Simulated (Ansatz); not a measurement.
Consider CH$_{4}$CaSn (triplet).

The calculation's input:

```
crystal:
  periodic: [false, false, false]
  atoms:
    - {symbol: C, position_ang: [-0.411916, -0.062213, 1.820587]}
    - {symbol: Ca, position_ang: [0.584402, -1.645469, 0.326826]}
    - {symbol: Sn, position_ang: [2.111471, -3.385714, -1.767742]}
    - {symbol: H, position_ang: [-0.492206, 0.953394, 1.365050]}
    - {symbol: H, position_ang: [0.173143, 0.072955, 2.761528]}
    - {symbol: H, position_ang: [-1.445084, -0.335723, 2.142046]}
    - {symbol: H, position_ang: [2.058016, -1.496549, -1.347025]}
basis:
  gaussian:
    orbitals: def2-TZVPD
total_charge: 0
magnetization:
  spin_polarized: true
  initial_magnetization: 2
hamiltonian:
  xc: {name: PBE0}
output: {forces: true, orbitals: {seedname: orbitals}}
```

Command:

```sh
ansatz run input.yaml --threads 1 --pin off --max-ram 2610MiB --events-out events.jsonl --progress --plain --runs-dir runs
```

Geometry: BLYP-D3(BJ)/def2-SVP; core potentials replace the inner electrons of Sn.

Method: isolated molecule in a Gaussian basis; Kohn-Sham density functional theory, functional PBE0 (Ansatz 0.2.0).

What will maps of the electron density, electron localisation function and spin density show?

C–Ca (2.39 Å): the density is about 0.38 e/Å³ at the midpoint; the ELF peaks at about 0.95 in the valence shell of C, 0.8 Å from its nucleus, and is about 0.35 at the midpoint.
Ca–Sn (3.12 Å): the density is about 0.15 e/Å³ at the midpoint; the ELF is about 0.20 at the midpoint.
Sn–H (1.94 Å): ρ at the midpoint is about 0.64 e/Å³; the ELF climbs to about 1 towards the hydrogen.
Ca–H (2.24 Å): ρ at the midpoint is about 0.24 e/Å³; the ELF climbs to about 1 towards the hydrogen.
The unpaired spin (2 electrons) lies mostly on Sn3 (about 1.6) and Ca2 (about 0.4), in electrons by Hirshfeld's partition.

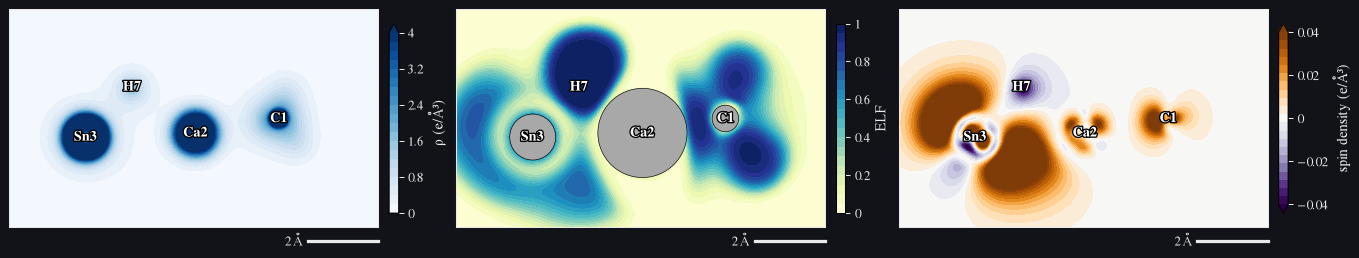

Computed electron density, electron localisation function and spin density on the plane of atoms C1, Ca2 and Sn3, in this order. Grey discs cover the atomic cores in the ELF map. 
